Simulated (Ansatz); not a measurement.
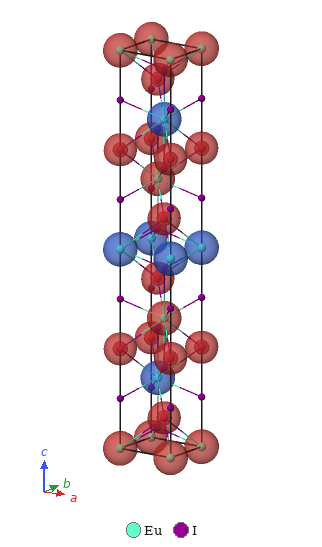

EuI$_{3}$. Isosurfaces of the spin density at +0.03 (red) and −0.03 e/Å³ (blue), seen slightly off an axis. Sticks mark near contacts.

Space group Fm-3m; started from the BiF3 prototype, which need not be the ambient phase; Hubbard U of 6 eV on Eu f only; the program warned that a starting moment wasn't kept; spin-polarised.

Level of theory: Ansatz, DFT PBE+U, scalar-relativistic, plane waves, PAW.

In a PAW calculation such maps are meaningful between the atoms, not at the nuclei.

Which atoms carry the moments, and with what signs?

The spin density sits on Eu: +7.0 μB (×3) and −7.0 μB (×3) in one cell of 24 atoms, with smaller moments on other sites: I (up to +0.47 μB): antiferromagnetic in this solution, which needn't be the ground state, with some nearest magnetic neighbours parallel and some opposed. The cell of the calculation (8 atoms) carries 1.9 μB of net spin moment.
